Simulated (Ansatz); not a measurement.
## Molecular dynamics of CH3OSi (charge +1) (part 3 of 4)

CH3OSi, charge +1; UKS B3LYP/6-31G (Ansatz 0.2.0). It belongs to a series of runs on one base structure; here: dynamics from the start.

Geometry of the input (Å):
```
O  1.0912  1.1702  -0.7870
C  0.3831  0.2534  -0.2994
Si -0.8826  -0.4412  0.7079
H  1.8116  0.9595  -1.4455
H  -2.0735  -0.8300  -0.0861
H  -0.3299  -1.1118  1.9100
```

The program's output, continued
```
md step   255: t =   255.00 fs  T =   835.4 K  F+E_penalty+E_count = -10996.79168180 eV  E_kin = 0.431924 eV  conserved = -10996.35975730 eV  (37 SCF iters)
md step   256: t =   256.00 fs  T =   744.5 K  F+E_penalty+E_count = -10996.74258095 eV  E_kin = 0.384926 eV  conserved = -10996.35765512 eV  (39 SCF iters)
md step   257: t =   257.00 fs  T =   632.4 K  F+E_penalty+E_count = -10996.68292769 eV  E_kin = 0.326953 eV  conserved = -10996.35597436 eV  (52 SCF iters)
md step   258: t =   258.00 fs  T =   548.8 K  F+E_penalty+E_count = -10996.63930699 eV  E_kin = 0.283733 eV  conserved = -10996.35557440 eV  (35 SCF iters)
md step   259: t =   259.00 fs  T =   513.1 K  F+E_penalty+E_count = -10996.62022869 eV  E_kin = 0.265270 eV  conserved = -10996.35495850 eV  (3
md step   393: t =   393.00 fs  T =   944.1 K  F+E_penalty+E_count = -10996.84809117 eV  E_kin = 0.488133 eV  conserved = -10996.35995858 eV  (36 SCF iters)
md step   394: t =   394.00 fs  T =  1000.5 K  F+E_penalty+E_count = -10996.87908515 eV  E_kin = 0.517294 eV  conserved = -10996.36179071 eV  (35 SCF iters)
md step   395: t =   395.00 fs  T =   941.9 K  F+E_penalty+E_count = -10996.84716122 eV  E_kin = 0.487003 eV  conserved = -10996.36015797 eV  (35 SCF iters)
md step   396: t =   396.00 fs  T =   814.5 K  F+E_penalty+E_count = -10996.77916536 eV  E_kin = 0.421131 eV  conserved = -10996.35803448 eV  (33 SCF iters)
md step   397: t =   397.00 fs  T =   680.5 K  F+E_penalty+E_count = -10996.70944722 eV  E_kin = 0.351849 eV  conserved = -10996.35759790 eV  (33 SCF iters)
md step   398: t =   398.00 fs  T =   570.4 K  F+E_penalty+E_count = -10996.65072505 eV  E_kin = 0.294906 eV  conserved = -10996.35581878 eV  (32 SCF iters)
md step   399: t =   399.00 fs  T =   531.6 K  F+E_penalty+E_count = -10996.62865477 eV  E_kin = 0.274833 eV  conserved = -10996.35382193 eV  (33 SCF iters)
these checks for a lower state are left out or cut short: starts, cluster_reference, orbital_swaps, neighbouring_geometries, increment
479 factors; integrals over basis functions are off by at most 1.7e-4 eV
mean field evaluation 3904: about -10996.6704 eV, gradient 2.0e-5 eV
mean field -10996.67041202 eV, -404.1201838310 hartree, gradient 2.1e-5 eV, S^2 0.000000; 0 other end points of the search recorded, 0 dependent functions left out
the calculation of the forces begins
reference -10996.67061943 eV, -404.1201914531 hartree; 15, 15 occupied and 22, 22 virtual orbitals, 479 factors
479 factors; integrals over basis functions are off by at most 1.7e-4 eV
mean field -10996.67041202 eV, -404.1201838310 hartree, gradient 2.1e-5 eV, S^2 0.000000; 3 other end points of the search recorded, 0 dependent functions left out
the calculation of the forces begins
reference -10996.67061943 eV, -404.1201914531 hartree; 15, 15 occupied and 22, 22 virtual orbitals, 479 factors
md step   400: t =   400.00 fs  T =   611.0 K  F+E_penalty+E_count = -10996.67041202 eV  E_kin = 0.315915 eV  conserved = -10996.35449717 eV  (45 SCF iters)
```

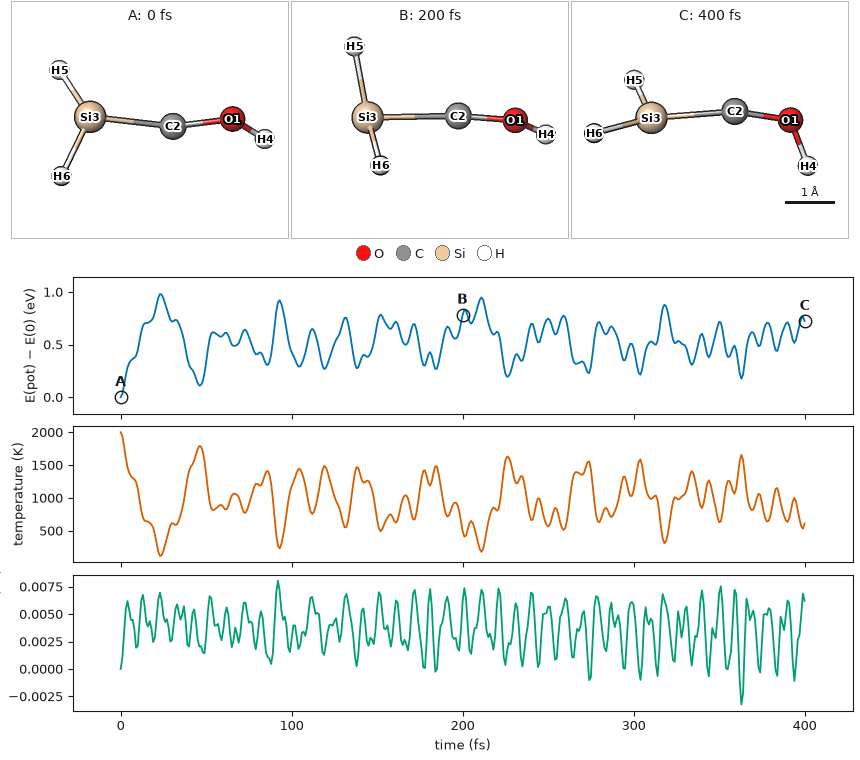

**Figure 1.** Frames of the molecular dynamics (ball-and-stick, seen at a tilt) above the curves, on which the letters mark them. The trajectory kept here has 401 frames over 400 fs. The temperature starts at 2000 K, ranges from 117 to 2000 K and averages 952 K over the second half. The potential energy ends 0.724 eV above its first value. The conserved quantity stays within 0.011 eV. After an unweighted best fit of the last frame on the first, the root-mean-square displacement is 0.31 Å.

```
Total energy: -10996.67061943 eV, -404.1201914531 hartree
Atom 0 at     1.091851     1.040994    -0.851390 Å, force     5.865997     1.828026    -3.377952 eV/Å
Atom 1 at     0.232627     0.577207    -0.192891 Å, force    -4.398591    -2.236409     4.187336 eV/Å
Atom 2 at    -0.802634    -0.497808     0.685261 Å, force    -1.361562    -1.059628     0.103656 eV/Å
Atom 3 at     1.982504     0.523750    -0.997576 Å, force    -0.910758     0.757823    -0.366879 eV/Å
Atom 4 at    -1.828435    -0.829116    -0.352468 Å, force     0.162356    -0.104993    -0.007257 eV/Å
Atom 5 at    -1.190511    -0.908395     2.112923 Å, force     0.642558     0.815181    -0.538905 eV/Å
Dipole moment:     0.373938    -0.342390     0.108516 e Å
```

Trajectory as extended XYZ (Å, eV, eV/Å), 67 of the 401 frames kept, from step=0 to step=400
```
6
Properties=species:S:1:pos:R:3:forces:R:3 step=0 time_fs=0.0 energy=-10997.39478 temperature=2000.0
O     1.0912    1.1702   -0.7870    0.0095   0.0004  -0.0091
C     0.3831    0.2534   -0.2994   -0.0063  -0.0045   0.0077
Si   -0.8826   -0.4412    0.7079    0.0077   0.0054  -0.0059
H     1.8116    0.9595   -1.4455   -0.0100   0.0005   0.0082
H    -2.0735   -0.8300   -0.0861   -0.0009  -0.0010  -0.0005
H    -0.3299   -1.1118    1.9100    0.0000  -0.0008  -0.0004
6
Properties=species:S:1:pos:R:3:forces:R:3 step=6 time_fs=6.0 energy=-10997.04643 temperature=1334.9
O     1.1064    1.1229   -0.8211    1.3070   2.9420  -0.8538
C     0.3861    0.3564   -0.2406   -2.3491  -2.8438   1.4601
Si   -0.9092   -0.4525    0.7233    1.0569   0.0882  -0.4104
H     1.7622    0.9550   -1.5280    0.5229  -0.3933  -0.4178
H    -1.8507   -0.8686   -0.4099    0.2464  -0.0162   0.6883
H    -0.0377   -1.2338    1.7297   -0.7842   0.2231  -0.4664
6
Properties=species:S:1:pos:R:3:forces:R:3 step=12 time_fs=12.0 energy=-10996.77646 temperature=816.1
O     1.1432    1.1241   -0.8686   -1.3496  -0.8833   1.1402
C     0.3441    0.3982   -0.1587    2.4919   1.2089  -2.8307
Si   -0.9252   -0.4623    0.7341    0.0644   0.3409  -0.2349
H     1.7697    0.8397   -1.6359   -0.8760  -0.1105   1.1970
H    -1.5760   -0.9155   -0.5388   -0.3569  -0.0800   0.1282
H     0.0406   -1.3135    1.4426    0.0262  -0.4761   0.6001
6
Properties=species:S:1:pos:R:3:forces:R:3 step=18 time_fs=18.0 energy=-10996.66511 temperature=595.9
O     1.1490    1.1175   -0.8867   -1.6921   0.0226   1.8279
C     0.3563    0.4601   -0.1426    0.8357  -0.1951  -1.3096
Si   -0.9374   -0.4693    0.7422    0.9388  -0.2265  -0.1615
H     1.6706    0.6402   -1.5593    0.7253  -0.2416  -0.6552
H    -1.4019   -0.9787   -0.6070   -0.3928   0.1969   0.0449
H     0.0693   -1.4893    1.3023   -0.4149   0.4437   0.2536
6
Properties=species:S:1:pos:R:3:forces:R:3 step=24 time_fs=24.0 energy=-10996.42025 temperature=127.2
O     1.1342    1.1068   -0.8837    2.3537   0.9467  -2.3358
C     0.3852    0.5118   -0.1565   -3.0158  -2.9209   2.5623
Si   -0.9396   -0.4778    0.7473    0.8315   0.1751  -1.0200
H     1.6622    0.4942   -1.5111    0.1865   1.1118   0.0316
H    -1.3623   -0.9784   -0.6482   -0.2994   0.3608   0.3599
H    -0.0109   -1.5534    1.2709   -0.0565   0.3265   0.4020
6
Properties=species:S:1:pos:R:3:forces:R:3 step=30 time_fs=30.0 energy=-10996.67727 temperature=617.3
O     1.1490    1.1131   -0.9092   -1.1504  -0.4556   1.3918
C     0.3527    0.4963   -0.1214    1.2630  -0.3508  -1.4427
Si   -0.9319   -0.4836    0.7413    0.5145   0.7030  -0.5007
H     1.7723    0.6073   -1.5174   -0.2490   0.2271   0.2155
H    -1.4385   -0.8733   -0.6009   -0.5410  -0.0428  -0.2255
H    -0.1079   -1.5244    1.3855    0.1629  -0.0809   0.5616
6
Properties=species:S:1:pos:R:3:forces:R:3 step=36 time_fs=36.0 energy=-10996.78720 temperature=834.5
O     1.1438    1.1162   -0.9090   -2.5783   0.0359   2.9205
C     0.3455    0.4638   -0.1175    2.2239   0.2278  -2.3974
Si   -0.9170   -0.4826    0.7282    0.7203  -0.1359  -0.5133
H     1.8384    0.7642   -1.4993    0.2376  -0.7429  -0.3416
H    -1.6736   -0.7659   -0.5703   -0.0314  -0.0613   0.6517
H    -0.1845   -1.4766    1.6522   -0.5721   0.6764  -0.3199
6
Properties=species:S:1:pos:R:3:forces:R:3 step=42 time_fs=42.0 energy=-10997.13672 temperature=1510.7
O     1.1010    1.1197   -0.8625    2.4540   1.8005  -1.6558
C     0.3874    0.4276   -0.1690   -2.3503  -2.7608   1.7216
Si   -0.8935   -0.4807    0.7078    0.6824   0.8824  -1.2324
H     1.8504    0.7754   -1.4780   -0.8878   0.1866   0.5110
H    -1.9325   -0.6831   -0.3578    0.1043  -0.0947   0.3858
H    -0.4132   -1.2479    1.8616   -0.0026  -0.0138   0.2698
6
Properties=species:S:1:pos:R:3:forces:R:3 step=48 time_fs=48.0 energy=-10997.24295 temperature=1709.3
O     1.0870    1.1559   -0.8304   -0.4032  -0.2234   0.6928
C     0.3819    0.3300   -0.1897   -0.1005   0.4124  -0.2830
Si   -0.8622   -0.4712    0.6765   -0.7679  -0.4545   1.2779
H     1.7519    0.7712   -1.4350    0.7917  -0.0086  -0.7522
H    -2.1650   -0.6278   -0.0245    0.2326   0.0157  -0.2427
H    -0.6646   -0.9758    2.0968    0.2473   0.2584  -0.6928
6
Properties=species:S:1:pos:R:3:forces:R:3 step=55 time_fs=55.0 energy=-10996.78378 temperature=825.9
O     1.0743    1.1835   -0.7900   -1.0745  -2.2165   0.6025
C     0.3788    0.2362   -0.2277    2.1682   2.9580  -1.9367
Si   -0.8428   -0.4666    0.6593   -2.7859  -0.6330   1.9853
H     1.7334    0.8740   -1.4700    0.3542   0.2384   0.0018
H    -2.2929   -0.5621    0.2595    0.5474  -0.0680  -0.7129
H    -0.8234   -0.5950    2.1365    0.7906  -0.2790   0.0600
6
Properties=species:S:1:pos:R:3:forces:R:3 step=61 time_fs=61.0 energy=-10996.78370 temperature=827.7
O     1.0494    1.1654   -0.7491    2.6876   2.5349  -2.6485
C     0.4256    0.2279   -0.3073   -2.7908  -2.4666   1.9134
Si   -0.8571   -0.4702    0.6697    0.3242   0.6958   0.7595
H     1.7939    1.0798   -1.4559   -0.4322  -0.0438   0.8607
H    -2.2463   -0.5322    0.2538   -0.3874  -0.2865  -0.8572
H    -0.6906   -0.3421    2.1401    0.5985  -0.4337  -0.0279
6
Properties=species:S:1:pos:R:3:forces:R:3 step=67 time_fs=67.0 energy=-10996.90530 temperature=1060.6
O     1.0605    1.1861   -0.7462   -1.3008   0.1767   0.5426
C     0.4154    0.1751   -0.3488   -0.1843   0.4975   0.3613
Si   -0.8727   -0.4665    0.6896   -0.1592   0.7786   0.0614
H     1.8508    1.2403   -1.2989    1.1246  -0.5914  -0.6749
H    -2.2373   -0.5935    0.0046    0.8384  -0.2840   0.3992
H    -0.3792   -0.2442    2.1239   -0.3188  -0.5772  -0.6895
6
Properties=species:S:1:pos:R:3:forces:R:3 step=73 time_fs=73.0 energy=-10996.75389 temperature=772.2
O     1.0658    1.2150   -0.7474   -0.5205  -2.2847   0.3614
C     0.3952    0.1311   -0.3759    1.8053   3.1323  -0.5480
Si   -0.8885   -0.4536    0.7092    0.6373   0.6984  -1.3159
H     2.0010    1.1997   -1.1730   -1.2003  -0.5236   0.3172
H    -2.0305   -0.7595   -0.1524   -0.4890  -0.5539   0.3261
H    -0.1390   -0.3338    1.9505   -0.2328  -0.4686   0.8592
6
Properties=species:S:1:pos:R:3:forces:R:3 step=79 time_fs=79.0 energy=-10996.98746 temperature=1215.7
O     1.0524    1.2023   -0.7382    0.8231  -0.4522  -0.1782
C     0.4142    0.1641   -0.4114   -1.3071   0.0587   1.4295
Si   -0.8967   -0.4317    0.7150    0.9374   0.3616  -1.1034
H     1.9797    1.0019   -1.0416    0.1752   0.5997  -0.5660
H    -1.9158   -1.1059   -0.1749    0.1474  -0.2217   0.7347
H    -0.0164   -0.5909    1.9597   -0.7761  -0.3461  -0.3166
6
Properties=species:S:1:pos:R:3:forces:R:3 step=85 time_fs=85.0 energy=-10997.08024 temperature=1394.6
O     1.0574    1.1808   -0.7333    1.5502   1.4354  -0.7249
C     0.4012    0.2000   -0.4098   -1.8449  -1.8453   1.6805
Si   -0.8948   -0.4073    0.7076   -0.3199  -1.4578  -0.5139
H     1.9676    0.9838   -1.0769    0.3497   0.5409  -0.5416
H    -1.7764   -1.4985    0.0212    0.4522   0.9366   0.3754
H    -0.1203   -0.9448    1.9083   -0.1873   0.3903  -0.2754
6
Properties=species:S:1:pos:R:3:forces:R:3 step=91 time_fs=91.0 energy=-10996.58101 temperature=439.6
O     1.0913    1.1793   -0.7413   -0.7124  -0.9465  -0.0003
C     0.3512    0.1993   -0.3687    2.8559   1.7155  -1.0682
Si   -0.8960   -0.3978    0.6949   -0.7749  -1.0974   1.0130
H     1.9773    1.1381   -1.2585   -1.1401  -0.4335   0.5878
H    -1.5456   -1.6475    0.3026   -1.0789  -0.0179  -1.2157
H    -0.2702   -1.1815    1.7976    0.8504   0.7797   0.6833
6
Properties=species:S:1:pos:R:3:forces:R:3 step=97 time_fs=97.0 energy=-10996.74963 temperature=759.7
O     1.1041    1.1651   -0.7451   -1.8648   0.4782   0.7582
C     0.3669    0.2344   -0.3495    1.3410   0.0317  -0.5353
Si   -0.9062   -0.4049    0.6932   -0.3993  -2.0532   1.2187
H     1.8372    1.1655   -1.3744    1.0120  -0.4662  -0.5767
H    -1.5935   -1.7056    0.2457   -0.2672   1.0190  -0.6247
H    -0.1876   -1.1463    1.8501    0.1783   0.9906  -0.2402
6
Properties=species:S:1:pos:R:3:forces:R:3 step=103 time_fs=103.0 energy=-10997.07659 temperature=1390.1
O     1.0974    1.1660   -0.7496    1.8718   2.6667  -2.2212
C     0.4126    0.2630   -0.3403   -2.6491  -3.0108   1.5705
Si   -0.9204   -0.4335    0.7047    0.8987  -0.1184  -0.2914
H     1.7971    1.0466   -1.4743    0.0020   0.1011   0.7666
H    -1.7522   -1.4766   -0.0252    0.1868   0.5162   0.1768
H    -0.0329   -0.8162    1.8625   -0.3100  -0.1548  -0.0013
6
Properties=species:S:1:pos:R:3:forces:R:3 step=109 time_fs=109.0 energy=-10996.90191 temperature=1054.1
O     1.1122    1.2091   -0.7866   -0.9651  -2.1614   0.0591
C     0.4028    0.2298   -0.2991    0.2007   1.7712  -0.6099
Si   -0.9237   -0.4646    0.7139    1.5882   1.0403  -0.9108
H     1.8465    0.9284   -1.4204   -0.0275   0.3872   0.4989
H    -1.8766   -1.0776   -0.2564   -0.1098  -0.2873   0.5227
H     0.0172   -0.5175    1.8799   -0.6866  -0.7501   0.4400
6
Properties=species:S:1:pos:R:3:forces:R:3 step=115 time_fs=115.0 energy=-10996.86274 temperature=980.9
O     1.1086    1.2149   -0.8212   -2.0607  -2.6566   1.7067
C     0.3925    0.2358   -0.2704    1.1071   2.5757  -1.1227
Si   -0.9092   -0.4841    0.7121    0.9759   0.9168  -0.9928
H     1.9349    0.9228   -1.2642    0.5458  -0.0006  -0.4513
H    -2.0117   -0.7558   -0.2987    0.2195  -0.3323   0.8657
H    -0.1610   -0.4543    2.0214   -0.7876  -0.5030  -0.0056
6
Properties=species:S:1:pos:R:3:forces:R:3 step=121 time_fs=121.0 energy=-10997.07898 temperature=1395.6
O     1.0773    1.1678   -0.8305    2.4432   0.8660  -0.5657
C     0.4038    0.3043   -0.2657   -2.0695  -1.4139   1.6504
Si   -0.8813   -0.4920    0.6990    1.0305   0.9422  -0.2721
H     2.0379    0.9744   -1.1553   -1.1307   0.1156  -0.2026
H    -2.1065   -0.5530   -0.0948   -0.2750  -0.4604  -0.2212
H    -0.5832   -0.5590    2.1664    0.0015  -0.0496  -0.3888
6
Properties=species:S:1:pos:R:3:forces:R:3 step=127 time_fs=127.0 energy=-10996.82250 temperature=900.0
O     1.0787    1.1350   -0.8438    0.1049   1.4527   0.3251
C     0.3660    0.3444   -0.2218   -0.7274  -0.6005   0.7954
Si   -0.8445   -0.4893    0.6823   -1.6605  -0.1228   0.6284
H     1.9814    1.0159   -1.1849    0.7398  -0.6736  -0.8136
H    -2.2302   -0.4984    0.0731    0.6747  -0.2673  -0.4645
H    -1.0016   -0.6860    2.1807    0.8686   0.2115  -0.4709
6
Properties=species:S:1:pos:R:3:forces:R:3 step=133 time_fs=133.0 energy=-10996.69002 temperature=648.8
O     1.0946    1.1287   -0.8543   -0.7136  -0.8978   1.1293
C     0.3148    0.3720   -0.1617    3.3610   2.6005  -2.4806
Si   -0.8264   -0.4886    0.6734   -2.8095  -1.2554   1.1287
H     1.9302    0.8732   -1.3778   -0.9245  -0.4018   0.4048
H    -2.1801   -0.5359    0.0690    0.1473  -0.0704  -0.8677
H    -1.1466   -0.7543    2.0772    0.9393   0.0249   0.6856
6
Properties=species:S:1:pos:R:3:forces:R:3 step=139 time_fs=139.0 energy=-10997.11068 temperature=1453.1
O     1.1000    1.1116   -0.8458    1.6979   0.2201  -2.1349
C     0.3353    0.4561   -0.1520   -1.6036  -0.9479   1.8571
Si   -0.8397   -0.5006    0.6767   -1.0300  -0.1982   0.1066
H     1.6719    0.5899   -1.5132    0.1145   0.7625   0.4103
H    -2.0525   -0.5996   -0.1963    0.2450   0.0717  -0.0142
H    -0.9755   -0.8040    2.1344    0.5763   0.0918  -0.2250
6
Properties=species:S:1:pos:R:3:forces:R:3 step=145 time_fs=145.0 energy=-10997.00814 temperature=1256.3
O     1.1294    1.0964   -0.8718   -0.4186   0.2375  -0.3211
C     0.3264    0.5251   -0.1032   -0.9343  -0.6795   1.1475
Si   -0.8661   -0.5158    0.6817    0.3765   0.4532  -0.5248
H     1.5015    0.5008   -1.5576    1.1929  -0.0139  -0.5492
H    -1.8600   -0.6447   -0.4649   -0.0087   0.0000   0.8641
H    -0.6238   -0.8282    2.1401   -0.2079   0.0028  -0.6165
6
Properties=species:S:1:pos:R:3:forces:R:3 step=152 time_fs=152.0 energy=-10996.60878 temperature=492.8
O     1.1546    1.0774   -0.9130   -2.0539  -0.9195   1.8125
C     0.2971    0.5847   -0.0244    2.5316   0.3983  -3.4039
Si   -0.8905   -0.5263    0.6814    1.4641   0.8996  -0.0324
H     1.6376    0.5097   -1.6210   -0.4862   0.3122   1.2566
H    -1.7039   -0.7159   -0.5071   -0.9602  -0.2882  -0.0338
H    -0.2855   -0.8806    1.9683   -0.4953  -0.4023   0.4010
6
Properties=species:S:1:pos:R:3:forces:R:3 step=158 time_fs=158.0 energy=-10996.74658 temperature=750.3
O     1.1287    1.0512   -0.9048    0.5048   1.4736   0.2106
C     0.3316    0.6400   -0.0417   -1.6633  -2.2894  -0.1675
Si   -0.8932   -0.5241    0.6786    1.6684   0.9149  -0.6601
H     1.7543    0.5031   -1.4413    0.0158  -0.3262  -0.0578
H    -1.8456   -0.8542   -0.4683    0.2230   0.1705   0.8154
H    -0.1871   -1.0418    1.9045   -0.7487   0.0566  -0.1407
6
Properties=species:S:1:pos:R:3:forces:R:3 step=164 time_fs=164.0 energy=-10996.82090 temperature=895.1
O     1.1168    1.0521   -0.8933    2.2611   1.4417  -0.8117
C     0.3216    0.6334   -0.0655   -3.3492  -2.6787   1.3703
Si   -0.8755   -0.5106    0.6688    1.4814   0.6539  -0.3231
H     1.8193    0.4403   -1.2528   -0.0625   0.1179  -0.5511
H    -1.9662   -0.9480   -0.2163   -0.1793   0.2536  -0.1903
H    -0.3158   -1.1969    1.8378   -0.1514   0.2116   0.5059
6
Properties=species:S:1:pos:R:3:forces:R:3 step=170 time_fs=170.0 energy=-10996.75154 temperature=765.6
O     1.1421    1.0787   -0.8908   -1.3019  -1.5666   2.5209
C     0.2387    0.5635   -0.0678    3.2636   1.9359  -3.4804
Si   -0.8430   -0.4924    0.6566   -1.6122  -2.2315   1.3895
H     1.8471    0.4119   -1.2126   -0.7590   0.7046  -0.1848
H    -2.1159   -0.9464    0.0108    0.2411   0.4912  -0.2879
H    -0.5121   -1.2637    1.8999    0.1685   0.6665   0.0427
```
